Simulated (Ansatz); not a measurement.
**Fields on a plane of TiO2 (rutile)**

```
CELL_PARAMETERS angstrom
      4.64343     0.00000     0.00000
      0.00000     4.64343     0.00000
      0.00000     0.00000     2.96381
ATOMIC_POSITIONS crystal
  Ti 0.00000 0.00000 0.00000
  Ti 0.50000 0.50000 0.50000
  O  0.30513 0.30513 0.00000
  O  0.80513 0.19487 0.50000
  O  0.19487 0.80513 0.50000
  O  0.69487 0.69487 0.00000
```

The slice is a (010) plane (indices of the conventional cell) through the point (0.695, 0.695, 0.000) (fractional), spanned by u = [001] and v = [100] in vectors of this cell: u (2.96 Å) and v (4.64 Å, at 90° to u). It covers one period; positions are fractions (u, v).

Atoms on it: O at (0.00, 0.00). Other atoms lie within 1 Å of the plane.

All values below come from PBE (plane waves to 420 eV, PAW, scalar-relativistic; Ansatz, a quantum-chemistry and plane-wave program). k mesh 7×7×11. These are valence fields of a PAW run, semicore shells included where kept as valence: close to a nucleus they are smooth pseudo fields. TiO2 is run without spin polarisation. TiO2 was relaxed with its symmetry unable to fall.

```
v \ u  0.00  0.13  0.27  0.40  0.53  0.67  0.80  0.93
-----  ----  ----  ----  ----  ----  ----  ----  ----
0.92    0.7   0.4  -0.2  -0.6  -0.6  -0.4   0.1   0.6
0.83   -0.1  -0.2  -0.5  -0.5  -0.4  -0.5  -0.4  -0.1
0.75   -0.7  -0.8  -0.7  -0.5  -0.4  -0.6  -0.8  -0.8
0.67   -1.1  -1.0  -0.7  -0.3  -0.2  -0.5  -0.9  -1.1
0.58   -1.2  -0.9  -0.4   0.1   0.2  -0.1  -0.7  -1.1
0.50   -1.2  -0.8  -0.3   0.3   0.4   0.0  -0.6  -1.1
0.42   -1.2  -0.9  -0.4   0.0   0.2  -0.2  -0.7  -1.1
0.33   -1.1  -1.0  -0.8  -0.5  -0.4  -0.6  -0.9  -1.1
0.25   -0.7  -0.8  -1.0  -1.0  -1.0  -1.0  -0.9  -0.8
0.17   -0.1  -0.3  -0.7  -1.1  -1.2  -0.9  -0.5  -0.1
0.08    0.7   0.4  -0.3  -0.9  -1.1  -0.6   0.1   0.6
0.00    0.9   0.7  -0.1  -0.7  -0.9  -0.4   0.3   0.8
```

Values: log₁₀ of the valence density in e/Å³. The scale is logarithmic, as a density can span decades between atoms and voids.

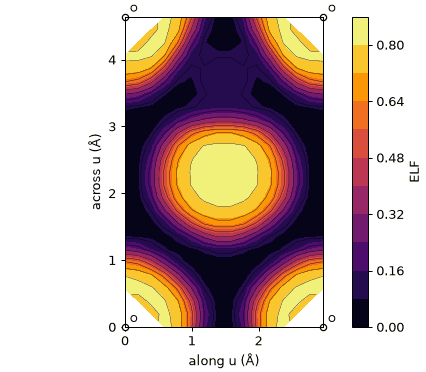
Figure: Electron localisation function (ELF), one period of the plane, atoms marked. Points within 0.4 Å of a nucleus are left white, as the pseudised field means little there.
